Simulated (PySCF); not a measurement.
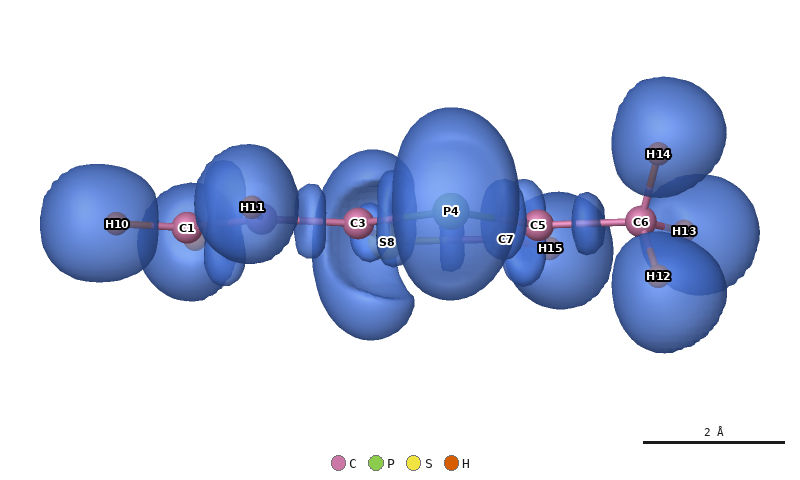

Figure. C$_{6}$H$_{7}$PS (SMILES C=Cc1pc(C)cs1). Isosurface of the electron localisation function at 0.85 (blue), seen from one side. Only the valence region is drawn (cores and ρ < 0.01 e/Å³ removed).

Geometry: GFN2-xTB.

Method: PBE0/def2-SVPD, SCF density, gas phase (PySCF).

```xyz
15

C    -3.4224   -0.3599    0.2412
C    -2.4236    0.4756   -0.0369
C    -1.0249    0.1575    0.0397
P     0.2114    1.3000   -0.3363
C     1.5343    0.1569   -0.0004
C     2.9656    0.5700   -0.1525
C     1.1653   -1.0850    0.3927
S    -0.5100   -1.4295    0.5262
H    -3.2384   -1.3746    0.5549
H    -4.4508   -0.0553    0.1631
H    -2.6334    1.4914   -0.3508
H     3.1854    1.4124    0.5023
H     3.6347   -0.2512    0.0947
H     3.1598    0.8859   -1.1770
H     1.8428   -1.8863    0.6322
```

Q: What do the ELF domains correspond to?

A: The surface consists of four regions between bonded C–C atoms (shared pairs), two regions between bonded C–P atoms (shared pairs), two regions between bonded C–S atoms (shared pairs), seven regions around hydrogen nuclei, one lobe on P, pointing away from the bonds (lone pairs) and one lobe on S, pointing away from the bonds (lone pairs, which may merge into one lobe). Profiles from the grid: C–C (1.33 Å): the ELF peaks at about 0.95 between the atoms: a short, multiple covalent bond. C–S (1.72 Å): the ELF peaks at about 0.95 between the atoms, as expected for localised, covalent bonding.
